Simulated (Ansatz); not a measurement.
Input

```
crystal:
  periodic: [false, false, false]
  atoms:
    - { symbol: O, position_ang: [-0.0748, 1.4075, 0.4289] }
    - { symbol: Al, position_ang: [-0.1404, -0.3551, 0.0868] }
    - { symbol: Cl, position_ang: [-1.46678, -1.0692, -1.4948] }
    - { symbol: Br, position_ang: [1.06741, -1.89474, 1.34428] }
    - { symbol: H, position_ang: [0.5937, 1.7981, -0.1878] }
basis:
  gaussian: { orbitals: def2-SVP }
hamiltonian:
  xc: pbe0
  dispersion: d4
relax:
  f_tol: 0.015
  max_steps: 40
output:
  orbitals: {}
```

Command:

```sh
ansatz run input.yaml --threads 1 --pin off --max-ram 2048MiB --backend cpu --events-out ev --progress --plain --runs-dir out
```

The fields are those of the relaxed geometry.

These are results of RKS PBE0-D4/def2-SVP in Ansatz, not measurements.

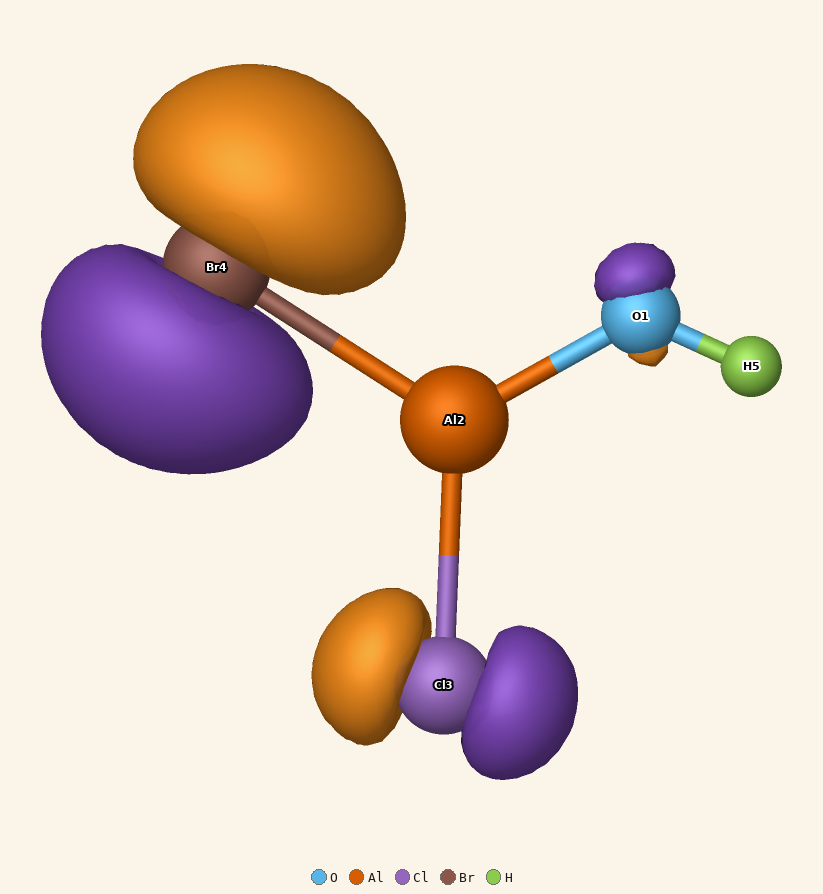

AlBrClHO (SMILES [OH][Al]([Cl])[Br]). The HOMO at ±0.15 Å⁻³ᐟ² (orange and purple are the two phases), seen across its widest extent.

Describe this orbital and give its energy.

Its weight (Hirshfeld) is mainly on Br4 (about 80 %) and Cl3 (about 10 %); it is symmetric in the molecular plane (an in-plane orbital: σ, lone-pair or in-plane π type); largely a lone pair of Br4. Its energy is −8.65 eV.
